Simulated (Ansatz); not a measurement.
# AlCNClOF (SMILES O=C=[N][Al]([F])[Cl]) at revPBE/cc-pVDZ

What is the vertical singlet–triplet gap of AlCNClOF at revPBE/cc-pVDZ? 

The calculation is run with Ansatz 0.2.0.

140 further runs of the same task are left out: 2 that didn't finish, 138 set aside as unsound or not needed. Runs told in other sessions of the task aren't counted.

### 1 The structure to begin with

The species is AlCNClOF (6 atoms), meant as a singlet with charge 0. As SMILES, `O=C=[N][Al]([F])[Cl]`. The coordinates come from a PBE0-D4/def2-TZVP relaxation. This is one conformer, not always the lowest.

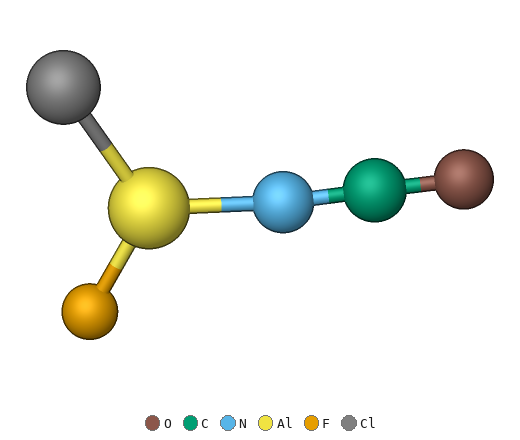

The structure, seen from a chosen angle (oxygen brown, carbon teal, nitrogen blue, aluminium yellow, fluorine amber, chlorine grey).

### 2 A single-point energy at revPBE/cc-pVDZ

run.yaml reads:

```yaml
crystal:
  periodic: [false, false, false]
  atoms:
    - {symbol: O, position_ang: [-1.726000, -0.301300, 2.353900]}
    - {symbol: C, position_ang: [-1.034500, -0.244700, 1.421600]}
    - {symbol: N, position_ang: [-0.321400, -0.196300, 0.461800]}
    - {symbol: Al, position_ang: [0.694800, 0.033100, -0.933400]}
    - {symbol: F, position_ang: [1.379200, -1.268200, -1.642400]}
    - {symbol: Cl, position_ang: [1.050000, 1.913400, -1.707800]}
basis:
  gaussian:
    orbitals: cc-pVDZ
hamiltonian:
  xc: {name: revPBE}
accuracy: high
output: {orbitals: {seedname: orbitals}}
```

Launch:

```
$ ansatz run run.yaml --threads 1 --pin off --max-ram 3480MiB --events-out events.jsonl --progress --plain --runs-dir runs
```

The program printed:

```text
Warning: RAYON_NUM_THREADS=1 ignored (pool sized by the plan → 1); use --threads N
Functional definition: revPBE
  name "revPBE"
  parameter kappa = 1.245
  parameter beta = 0.06672455060314922
  exchange = pbe_x(kappa = kappa, mu = beta*pi^2/3)
  correlation = pbe_c(beta = beta)
1929 factors; integrals over basis functions are off by at most 3.1e-9 eV
mean field evaluation 1: about -26401.0163 eV, gradient 6.9e1 eV
mean field evaluation 2: about -26378.8891 eV, gradient 1.2e2 eV
mean field evaluation 4: about -26409.5889 eV, gradient 1.1e1 eV
mean field evaluation 8: about -26409.8328 eV, gradient 4.1e-1 eV
mean field evaluation 16: about -26409.8332 eV, gradient 3.9e-5 eV
mean field -26409.83316769 eV, -970.5434676849 hartree, gradient 4.4e-8 eV, S^2 0.000000; 0 other end points of the search recorded, 0 dependent functions left out
reference -26409.83317222 eV, -970.5434678511 hartree; 30, 30 occupied and 62, 62 virtual orbitals, 1929 factors
Total energy: -26409.83317222 eV, -970.5434678511 hartree
```

Wall time 7.2 s (1 thread of Arm Neoverse V2, shared host); peak memory 0.23 GiB.

### 3 The triplet at the same level

job.yaml reads:

```yaml
crystal:
  periodic: [false, false, false]
  atoms:
    - {symbol: O, position_ang: [-1.726000, -0.301300, 2.353900]}
    - {symbol: C, position_ang: [-1.034500, -0.244700, 1.421600]}
    - {symbol: "N", position_ang: [-0.321400, -0.196300, 0.461800]}
    - {symbol: Al, position_ang: [0.694800, 0.033100, -0.933400]}
    - {symbol: F, position_ang: [1.379200, -1.268200, -1.642400]}
    - {symbol: Cl, position_ang: [1.050000, 1.913400, -1.707800]}
basis:
  gaussian:
    orbitals: cc-pVDZ
magnetization:
  spin_polarized: true
  initial_magnetization: 2
hamiltonian:
  xc: {name: revPBE}
accuracy: high
output: {orbitals: {seedname: orbitals}}
```

Launch:

```
$ ansatz run job.yaml --threads 1 --pin off --max-ram 3480MiB --events-out events.jsonl --progress --plain --runs-dir runs
```

The program printed (excerpt; [...] marks lines left out):

```text
Warning: RAYON_NUM_THREADS=1 ignored (pool sized by the plan → 1); use --threads N
Functional definition: revPBE
  name "revPBE"
[...]
1929 factors; integrals over basis functions are off by at most 3.1e-9 eV
[...]
mean field -26403.99925954 eV, -970.3290755148 hartree, gradient 2.4e-8 eV, S^2 2.004218; 10 other end points of the search recorded, 0 dependent functions left out
reference -26403.99926416 eV, -970.3290756843 hartree; 31, 29 occupied and 61, 63 virtual orbitals, 1929 factors
Total energy: -26403.99926416 eV, -970.3290756843 hartree
```

Run time: 60 s. Hardware: 1 thread of Arm Neoverse V2, shared host; peak memory 0.33 GiB.

### 4 Outcome

At revPBE/cc-pVDZ:

| quantity | value |
| --- | --- |
| singlet: total energy | -970.54347 Eh |
| singlet: HOMO energy | -7.44 eV |
| singlet: LUMO energy | -1.71 eV |
| singlet: HOMO–LUMO gap | 5.72 eV |
| triplet: total energy | -970.32908 Eh |
| triplet: HOMO energy (highest over α and β) | -2.25 eV |
| triplet: ⟨S²⟩ | 2.004 |
| vertical energy of the triplet above the singlet | 5.834 eV |

What this shows: At this shape the triplet lies 5.83 eV (135 kcal/mol) above the singlet.
